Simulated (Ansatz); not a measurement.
Start from CsBr in the CsCl type structure (space group Pm-3m, No. 221; a = 4.3235 Å). Axes: x, y, z lie along the cube axes.

Now apply this change: a free-standing slab of 2 layers (4 atoms, 2 a layer) is cut normal to [110], with 15 Å of vacuum and the in-plane cell held at bulk.

The values are results of Kohn–Sham DFT with the r2SCAN functional, run in Ansatz (a program for electronic structure) with PAW and 500 eV plane waves, no spin-orbit coupling, not measurements.

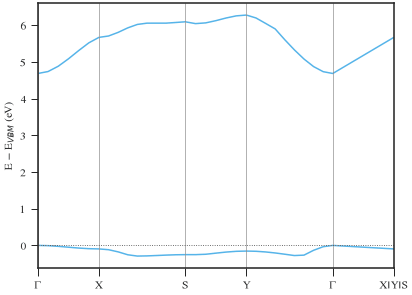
Figure: Highest valence and lowest conduction band along the path of the changed cell's own zone

Question: From the figure, how large is the changed gap, and is it direct?

Answer: About 4.7 eV, direct at Γ.

Whether these cells are dynamically stable was not tested. k-point labels follow each cell's own Brillouin zone.
